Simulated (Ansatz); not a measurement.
**Geometry relaxation, with input and output: CH$_{5}$AlClN (part 1 of 2)**

- system: CH$_{5}$AlClN, SMILES N[CH2][AlH][Cl]
- method: RKS BHLYP-D4/def2-SVPD (Ansatz 0.2.0)

It belongs to a series of runs on one base structure; here: end point A relaxed. Figures and captions count atoms from 1; the log counts them from 0 in places.

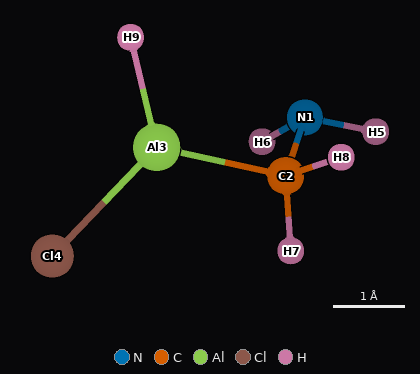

Figure 1. The input geometry (ball-and-stick view, seen at a tilt; atoms are numbered from 1 in the order of the input). Sticks mark near contacts. Bond lengths as drawn: Al–C 1.99 Å, Al–Cl 2.13 Å, Al–H 1.67 Å, C–H 1.09 to 1.15 Å, C–N 1.41 Å and H–N 1.08 to 1.10 Å.

Input:
```yaml
crystal:
  periodic: [false, false, false]
  atoms:
    - { symbol: "N", position_ang: [0.074, 1.3351, -0.4528] }
    - { symbol: C, position_ang: [0.291, -0.05, -0.5855] }
    - { symbol: Al, position_ang: [-0.0269, -0.95, 1.1587] }
    - { symbol: Cl, position_ang: [-1.4241, -2.5505, 1.3454] }
    - { symbol: H, position_ang: [0.2767, 1.8198, -1.3942] }
    - { symbol: H, position_ang: [-1.006, 1.5233, -0.3458] }
    - { symbol: H, position_ang: [-0.3446, -0.501, -1.3453] }
    - { symbol: H, position_ang: [1.3917, -0.1875, -0.8892] }
    - { symbol: H, position_ang: [0.8567, -0.4855, 2.4917] }
basis:
  gaussian: { orbitals: def2-SVPD }
hamiltonian:
  xc: { name: BHLYP }
  dispersion: d4
relax:
  f_tol: 0.015
  max_steps: 40
```

Hardware: 2 threads of Arm Neoverse N1, 16 GiB of memory available, shared host.

Launch command:
```bash
ansatz run input.yaml --threads 2 --pin off --max-ram 3072MiB --backend cpu --events-out ev --progress --plain --runs-dir out
```

What the program printed:
```
The last accepted step is kept in [file] (removed where the run ends without a failure and the disk answers)
Engine: ansatz 0.2.0, aarch64-unknown-linux-gnu
Functional definition: BHLYP
  parameter a = 0.5
  exchange = (1 - a)*b88_x + a*exact_x
  correlation = lyp_c
1356 factors; integrals over basis functions are off by at most 4.6e-4 eV
mean field evaluation 1: about -21715.6181 eV, gradient 4.3e1 eV
mean field evaluation 2: about -21714.8819 eV, gradient 4.7e1 eV
mean field evaluation 4: about -21720.0309 eV, gradient 1.6e0 eV
mean field evaluation 8: about -21720.0612 eV, gradient 9.0e-2 eV
mean field evaluation 16: about -21720.0612 eV, gradient 4.9e-5 eV
mean field -21720.06119922 eV, -798.1975266849 hartree, gradient 4.9e-5 eV, S^2 0.000000; 0 other end points of the search recorded, 0 dependent functions left out
the calculation of the forces begins
reference -21720.06139315 eV, -798.1975338119 hartree; 24, 24 occupied and 107, 107 virtual orbitals, 1356 factors
relax step   1: F+E_penalty+E_count = -21720.26685750 eV  Δ(F+E_penalty+E_count) = +0.000e0 eV  max|allowed force component| = 3.593e0 eV/Å  Δτ_max = 0.0000 Å  (26 SCF iters, accepted)
these checks for a lower state are left out or cut short: starts, cluster_reference, orbital_swaps, neighbouring_geometries, increment
1356 factors; integrals over basis functions are off by at most 4.7e-4 eV
mean field -21720.51478782 eV, -798.2141957588 hartree, gradient 7.0e-6 eV, S^2 0.000000; 0 other end points of the search recorded, 0 dependent functions left out
[... from here on the field's lines of each further geometry are left out, up to the last ...]
relax step   2: F+E_penalty+E_count = -21720.72221099 eV  Δ(F+E_penalty+E_count) = -4.554e-1 eV  max|allowed force component| = 1.238e0 eV/Å  Δτ_max = 0.1005 Å  (30 SCF iters, accepted)
relax step   3: F+E_penalty+E_count = -21720.77394072 eV  Δ(F+E_penalty+E_count) = -5.173e-2 eV  max|allowed force component| = 3.002e-1 eV/Å  Δτ_max = 0.0480 Å  (29 SCF iters, accepted)
relax step   4: F+E_penalty+E_count = -21720.77327331 eV  Δ(F+E_penalty+E_count) = +6.674e-4 eV  max|allowed force component| = 4.850e-1 eV/Å  Δτ_max = 0.0766 Å  (29 SCF iters, rejected (line search))
relax step   5: F+E_penalty+E_count = -21720.78033298 eV  Δ(F+E_penalty+E_count) = -6.392e-3 eV  max|allowed force component| = 9.513e-2 eV/Å  Δτ_max = 0.0373 Å  (30 SCF iters, accepted)
relax step   6: F+E_penalty+E_count = -21720.78157054 eV  Δ(F+E_penalty+E_count) = -1.238e-3 eV  max|allowed force component| = 6.099e-2 eV/Å  Δτ_max = 0.0320 Å  (29 SCF iters, accepted)
relax step   7: F+E_penalty+E_count = -21720.78259534 eV  Δ(F+E_penalty+E_count) = -1.025e-3 eV  max|allowed force component| = 5.424e-2 eV/Å  Δτ_max = 0.0318 Å  (30 SCF iters, accepted)
relax step   8: F+E_penalty+E_count = -21720.78431437 eV  Δ(F+E_penalty+E_count) = -1.719e-3 eV  max|allowed force component| = 1.246e-1 eV/Å  Δτ_max = 0.0745 Å  (30 SCF iters, accepted)
relax step   9: F+E_penalty+E_count = -21720.78699981 eV  Δ(F+E_penalty+E_count) = -2.685e-3 eV  max|allowed force component| = 2.758e-1 eV/Å  Δτ_max = 0.1032 Å  (30 SCF iters, accepted)
relax step  10: F+E_penalty+E_count = -21720.79296256 eV  Δ(F+E_penalty+E_count) = -5.963e-3 eV  max|allowed force component| = 5.891e-1 eV/Å  Δτ_max = 0.1739 Å  (30 SCF iters, accepted)
relax step  11: F+E_penalty+E_count = -21720.81200787 eV  Δ(F+E_penalty+E_count) = -1.905e-2 eV  max|allowed force component| = 5.964e-1 eV/Å  Δτ_max = 0.1962 Å  (30 SCF iters, accepted)
relax step  12: F+E_penalty+E_count = -21720.86751810 eV  Δ(F+E_penalty+E_count) = -5.551e-2 eV  max|allowed force component| = 5.288e-1 eV/Å  Δτ_max = 0.1996 Å  (29 SCF iters, accepted)
relax step  13: F+E_penalty+E_count = -21720.96984150 eV  Δ(F+E_penalty+E_count) = -1.023e-1 eV  max|allowed force component| = 6.232e-1 eV/Å  Δτ_max = 0.1952 Å  (29 SCF iters, accepted)
relax step  14: F+E_penalty+E_count = -21721.12342294 eV  Δ(F+E_penalty+E_count) = -1.536e-1 eV  max|allowed force component| = 1.051e0 eV/Å  Δτ_max = 0.1949 Å  (29 SCF iters, accepted)
relax step  15: F+E_penalty+E_count = -21721.17274291 eV  Δ(F+E_penalty+E_count) = -4.932e-2 eV  max|allowed force component| = 1.429e0 eV/Å  Δτ_max = 0.1960 Å  (29 SCF iters, accepted)
relax step  16: F+E_penalty+E_count = -21721.20541975 eV  Δ(F+E_penalty+E_count) = -3.268e-2 eV  max|allowed force component| = 4.276e-1 eV/Å  Δτ_max = 0.2000 Å  (29 SCF iters, accepted)
relax step  17: F+E_penalty+E_count = -21721.22737271 eV  Δ(F+E_penalty+E_count) = -2.195e-2 eV  max|allowed force component| = 3.456e-1 eV/Å  Δτ_max = 0.0922 Å  (29 SCF iters, accepted)
relax step  18: F+E_penalty+E_count = -21721.23402035 eV  Δ(F+E_penalty+E_count) = -6.648e-3 eV  max|allowed force component| = 1.402e-1 eV/Å  Δτ_max = 0.0330 Å  (30 SCF iters, accepted)
relax step  19: F+E_penalty+E_count = -21721.23350559 eV  Δ(F+E_penalty+E_count) = +5.148e-4 eV  max|allowed force component| = 1.315e-1 eV/Å  Δτ_max = 0.0362 Å  (30 SCF iters, rejected (line search))
relax step  20: F+E_penalty+E_count = -21721.23538710 eV  Δ(F+E_penalty+E_count) = -1.367e-3 eV  max|allowed force component| = 2.951e-2 eV/Å  Δτ_max = 0.0176 Å  (30 SCF iters, accepted)
relax step  21: F+E_penalty+E_count = -21721.23609597 eV  Δ(F+E_penalty+E_count) = -7.089e-4 eV  max|allowed force component| = 4.898e-2 eV/Å  Δτ_max = 0.0328 Å  (30 SCF iters, accepted)
relax step  22: F+E_penalty+E_count = -21721.23670989 eV  Δ(F+E_penalty+E_count) = -6.139e-4 eV  max|allowed force component| = 2.216e-2 eV/Å  Δτ_max = 0.0250 Å  (30 SCF iters, accepted)
the calculation of the forces begins
reference -21721.00721409 eV, -798.2322920902 hartree; 24, 24 occupied and 107, 107 virtual orbitals, 1356 factors
relax step  23: F+E_penalty+E_count = -21721.23673160 eV  Δ(F+E_penalty+E_count) = -2.171e-5 eV  max|allowed force component| = 9.499e-3 eV/Å  Δτ_max = 0.0035 Å  (24 SCF iters, accepted)
```

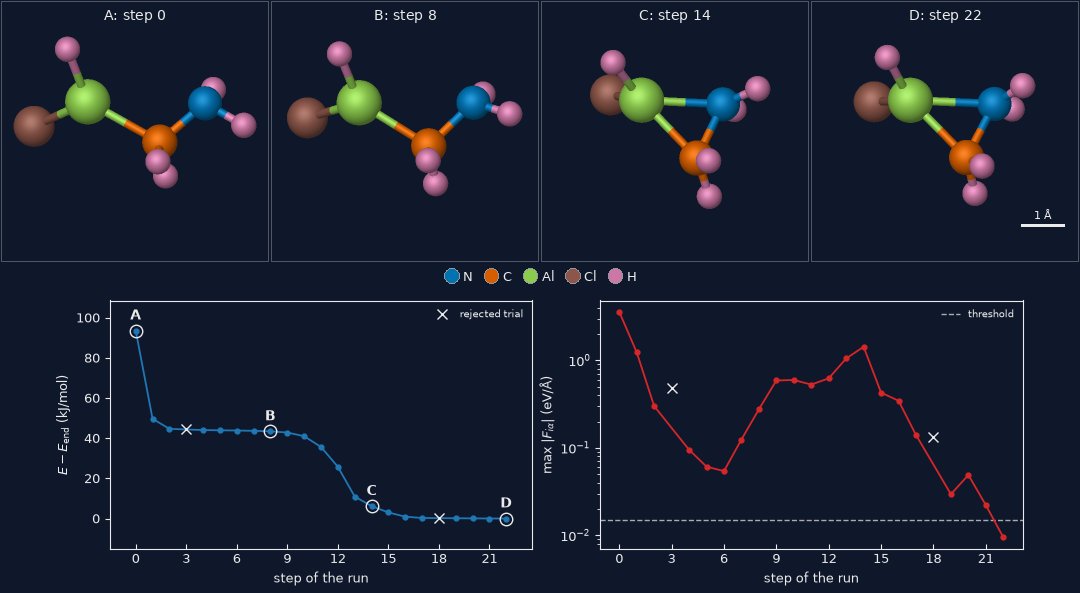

Figure 2. Frames of the relaxation (ball-and-stick view, seen at a tilt) above the curves, on which the letters mark them (the first geometry is step 0 here and step 1 in the log).

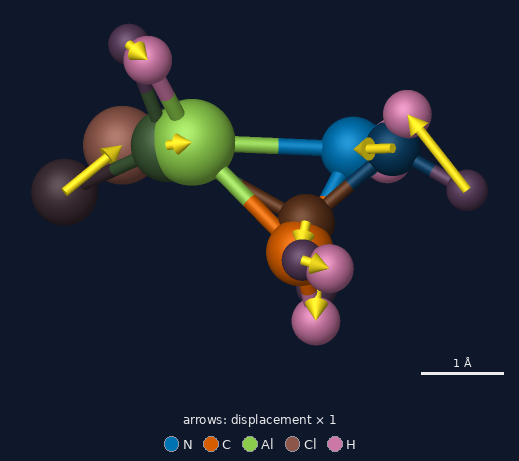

Figure 3. Start (faint) and end (solid) with the displacements as yellow arrows, at true length (ball-and-stick view, seen at a tilt). The two geometries are laid on each other by the best rigid fit. The energy falls by 93.6 kJ/mol in 22 geometry steps. The largest force component goes from 3.6 to 0.0095 eV/Å. The line search rejected the trial steps at points 3, 18 (counted from 0) and went back. The largest move after the best rigid fit is that of H5, 1.19 Å. By element the largest moves are H 1.19 Å, Cl 0.94 Å, N 0.63 Å, C 0.40 Å, Al 0.34 Å. Among the contacts that change: N1–Al3 2.798 → 1.996 Å, N1–C2 1.408 → 1.528 Å, Al3–H9 1.665 → 1.562 Å, N1–H6 1.101 → 1.008 Å. New bonds form: N1–Al3 (2.80 → 2.00 Å). Among the angles that change: N1–C2–Al3 109.7° → 69.3°, Al3–C2–H7 109.4° → 123.8°, Al3–C2–H8 109.3° → 122.5°. (Atoms are counted from 1 in the order of the input.)

```
1356 factors; integrals over basis functions are off by at most 3.5e-4 eV
mean field -21721.00702906 eV, -798.2322852907 hartree, gradient 1.6e-5 eV, S^2 0.000000; 1 other end points of the search recorded, 0 dependent functions left out
the calculation of the forces begins
reference -21721.00721409 eV, -798.2322920902 hartree; 24, 24 occupied and 107, 107 virtual orbitals, 1356 factors
Total energy: -21721.23691662 eV, -798.2407335027 hartree
Atom 0 at    -0.253036     0.875531    -0.202952 Å, force     0.001961     0.009499     0.000976 eV/Å
Atom 1 at     0.493631    -0.299605    -0.831796 Å, force    -0.001743     0.000438    -0.002895 eV/Å
Atom 2 at     0.081811    -0.664700     1.021682 Å, force     0.002355     0.001666     0.000140 eV/Å
Atom 3 at    -1.779600    -1.648728     1.396390 Å, force    -0.001698    -0.000433     0.000333 eV/Å
Atom 4 at     0.251199     1.747448    -0.204151 Å, force    -0.004257    -0.006158     0.000956 eV/Å
Atom 5 at    -1.175066     1.026384    -0.580706 Å, force     0.002035    -0.000698     0.001411 eV/Å
Atom 6 at    -0.067983    -0.708415    -1.667139 Å, force     0.001178    -0.003722     0.000365 eV/Å
Atom 7 at     1.480433     0.017143    -1.159050 Å, force     0.001270     0.000283    -0.000085 eV/Å
Atom 8 at     1.057112    -0.391359     2.210723 Å, force    -0.001100    -0.000876    -0.001201 eV/Å
Dipole moment:     0.256009     0.680347    -0.550714 e Å
```

Trajectory as extended XYZ (Å, eV, eV/Å), 23 frames, from step=1 to step=23:
```
9
Properties=species:S:1:pos:R:3:forces:R:3 step=1 energy=-21720.26686
N     0.0740    1.3351   -0.4528   -3.1947   3.5925  -1.8946
C     0.2910   -0.0500   -0.5855    1.4309  -2.0232  -0.0303
Al   -0.0269   -0.9500    1.1587    1.0654   0.4126   0.7413
Cl   -1.4241   -2.5505    1.3454    0.1272   0.2211  -0.0411
H     0.2767    1.8198   -1.3942   -0.3220  -0.8870   2.2335
H    -1.0060    1.5233   -0.3458    3.0606  -0.3527  -0.1352
H    -0.3446   -0.5010   -1.3453    0.1415  -0.3739  -0.4428
H     1.3917   -0.1875   -0.8892   -1.5362  -0.1665   0.4264
H     0.8567   -0.4855    2.4917   -0.7727  -0.4229  -0.8573
9
Properties=species:S:1:pos:R:3:forces:R:3 step=2 energy=-21720.72221
N     0.0286    1.3587   -0.4817   -1.0519   1.2384  -0.9096
C     0.2480   -0.0661   -0.5998    0.5601  -0.7730   0.2290
Al    0.0699   -0.9308    1.1717   -0.2094   0.2101  -0.2012
Cl   -1.3459   -2.4990    1.3518   -0.0436  -0.1166  -0.0077
H     0.2893    1.8568   -1.3467   -0.0421  -0.4404   0.8298
H    -0.9750    1.5860   -0.3736    1.0689  -0.3376   0.0742
H    -0.3288   -0.5609   -1.3936    0.0087  -0.0022   0.0648
H     1.3160   -0.2420   -0.8517   -0.3943   0.1827  -0.0076
H     0.7865   -0.5491    2.5065    0.1035   0.0386  -0.0716
9
Properties=species:S:1:pos:R:3:forces:R:3 step=3 energy=-21720.77394
N     0.0187    1.3604   -0.4893    0.0562  -0.0033  -0.0651
C     0.2580   -0.0750   -0.5928    0.0777  -0.2418   0.0850
Al    0.0361   -0.9145    1.1712   -0.0313   0.0066  -0.1913
Cl   -1.3613   -2.5067    1.3440    0.0020   0.0075   0.0067
H     0.2850    1.8551   -1.3226    0.1933   0.0581  -0.1127
H    -0.9507    1.5728   -0.3571   -0.3002   0.0217   0.1575
H    -0.3138   -0.5860   -1.3798   -0.0352   0.0760   0.0025
H     1.3128   -0.2248   -0.8577   -0.0142   0.0333   0.0315
H     0.8037   -0.5276    2.4672    0.0517   0.0419   0.0859
9
Properties=species:S:1:pos:R:3:forces:R:3 step=4 energy=-21720.77327 accepted=F
N    -0.0051    1.3465   -0.5040   -0.0075  -0.0446   0.4850
C     0.2531   -0.0873   -0.5967   -0.1133  -0.0116  -0.0778
Al    0.0380   -0.9156    1.1704   -0.0864  -0.0492  -0.1286
Cl   -1.3577   -2.5156    1.3608    0.0606   0.0789   0.0024
H     0.3347    1.8853   -1.2728    0.2062   0.0775  -0.3610
H    -0.9749    1.5774   -0.3868   -0.1098  -0.0789   0.0337
H    -0.3216   -0.5869   -1.3863    0.0030  -0.0669  -0.0172
H     1.3068   -0.2325   -0.8623    0.0199   0.0639   0.0117
H     0.8151   -0.5175    2.4607    0.0274   0.0309   0.0519
9
Properties=species:S:1:pos:R:3:forces:R:3 step=5 energy=-21720.78033
N     0.0075    1.3514   -0.4906   -0.0153   0.0951  -0.0155
C     0.2548   -0.0840   -0.5964   -0.0067  -0.0765  -0.0058
Al    0.0365   -0.9156    1.1653   -0.0066  -0.0010  -0.0386
Cl   -1.3609   -2.5069    1.3512    0.0064   0.0120   0.0087
H     0.3145    1.8650   -1.3020    0.0305  -0.0428   0.0299
H    -0.9662    1.5698   -0.3614   -0.0203  -0.0215   0.0216
H    -0.3178   -0.5860   -1.3875    0.0006   0.0124  -0.0052
H     1.3106   -0.2238   -0.8581    0.0080   0.0094   0.0028
H     0.8094   -0.5162    2.4625    0.0034   0.0129   0.0022
```
